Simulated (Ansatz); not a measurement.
Three curves of one kind of scan: energy against volume (even scaling of the relaxed cell, symmetry kept). The numbers are results of PBE (plane waves to 420 eV, PAW, scalar-relativistic; Ansatz, a quantum-chemistry and plane-wave program), not measurements. Each is measured from its own zero (the relaxed starting cell). 

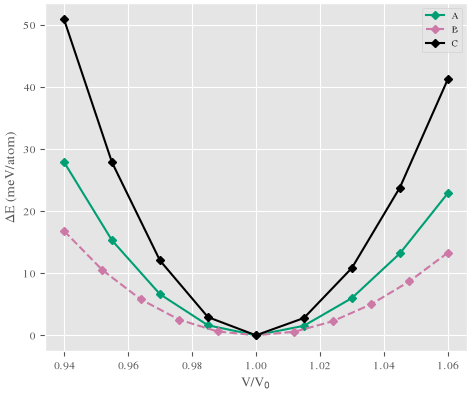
Fig. 1. Curves A, B and C.

| V/V₀ | ΔE (meV/atom) |
|---|---|
| 0.940 | 27.9 |
| 0.970 | 6.6 |
| 1.000 | 0.0 |
| 1.030 | 6.0 |
| 1.060 | 22.9 |

### Question
Which curve does this table belong to?

### Answer
Curve A, which is SiC (wurtzite). The others: B is CdSe (wurtzite); C is WC (WC type, space group P-6m2).

All were relaxed with their symmetry unable to fall. Spin-orbit coupling is left out. The PAW data are Ansatz's earlier set. WC is run without spin polarisation.

(A scan under strain: stresses follow from slopes of the energy per volume, elastic moduli from its curvatures.)
